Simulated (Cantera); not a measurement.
Feed: 1 mol trisilylamine, 0.44 mol N2, 26 mol H2, held at 10.0 mbar.

Equilibrium computed with Cantera from the NASA thermochemical tables; the gas is ideal and each condensed phase is pure. Candidate condensed phases: Si, Si3N4; 18 gas species. The feed counts by its element totals alone. Gases not in the tables: Si2H6 and higher silanes. Kinetics and transport are ignored.

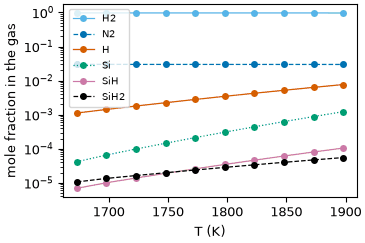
Figure: Equilibrium gas composition (values under 1e-9 drawn at 1e-9)

Question: Read off the mole fractions at 1898 K.

Answer: H2 about 0.96, N2 about 0.030, H about 0.0077, Si about 0.0012, SiH about 0.00011, SiH2 about 5.5e-5.
